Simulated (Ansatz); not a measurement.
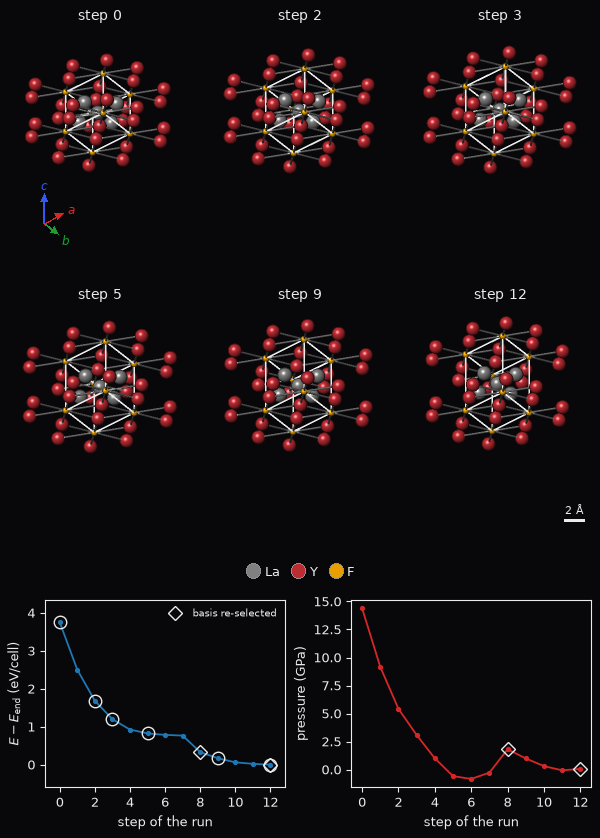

Frames of a relaxation of solid La3Y2F (a generated structure, set up in P6/mmm) (coarse preliminary run), marked on the history of the run. The picture is a ball-and-stick view of the cell of the calculation, seen from a free direction.

These are results of DFT PBE, scalar-relativistic, plane waves, PAW (Ansatz), not measurements. (plane-wave cutoff 420 eV; k-point mesh 3 × 3 × 4; occupations gaussian; smearing width 0.1 eV; no spin polarisation; cell and atoms relaxed; force threshold 0.04 eV/Å; at most 70 steps)

What happens along the run?

Answer. No atom moves by more than 0.005 Å relative to the cell. The drawn cell changes as follows: a = b 6.537 → 6.436 Å (−1.5 %), c 4.264 → 6.058 Å (+42.1 %); the volume changes by +37.7 %. Some distances before and after: La–Y 2.847 → 3.553 Å, F–Y 3.774 → 3.716 Å, La–La 3.268 → 3.218 Å. The space group stays P6/mmm (No. 191). After 10 accepted moves (12 points after the start) the energy has fallen by 3.748 eV per cell of the calculation. All forces vanish by symmetry, so only the cell relaxes. The pressure goes from 14.40 to 0.06 GPa. The SCF was repeated twice at an unchanged geometry on a basis and grid sized afresh for the cell, which shifted the energy by 0.434 eV per cell of the calculation at most. The run took 47 s on 1 thread of Intel(R) Xeon(R) 6975P-C (Granite Rapids), with other jobs on the host, peak memory 0.55 GiB. From step 0 to 2: volume +18.6 %, energy −2.065 eV per cell of the calculation. From step 2 to 3: volume +8.4 %, energy −0.484 eV per cell of the calculation. From step 3 to 5: volume +9.5 %, energy −0.374 eV per cell of the calculation. From step 5 to 9: volume −2.3 %, energy −0.654 eV per cell of the calculation. From step 9 to 12: volume +0.2 %, energy −0.170 eV per cell of the calculation.

| step | E − E(0), meV/atom | pressure, GPa | volume, Å³/atom | note |
| --- | --- | --- | --- | --- |
| 0 | 0.00 | 14.40 | 26.295 |  |
| 1 | -207.91 | 9.17 | 28.640 |  |
| 2 | -344.23 | 5.42 | 31.185 |  |
| 3 | -424.83 | 3.09 | 33.794 |  |
| 4 | -470.46 | 1.00 | 36.081 |  |
| 5 | -487.21 | -0.58 | 37.021 |  |
| 6 | -493.73 | -0.83 | 36.323 |  |
| 7 | -496.80 | -0.27 | 35.392 |  |
| 8 | -569.19 | 1.81 | 35.392 | same geometry, new basis |
| 9 | -596.28 | 1.00 | 36.151 |  |
| 10 | -614.21 | 0.31 | 36.613 |  |
| 11 | -620.90 | -0.07 | 36.218 |  |
| 12 | -624.68 | 0.06 | 36.218 | same geometry, new basis |
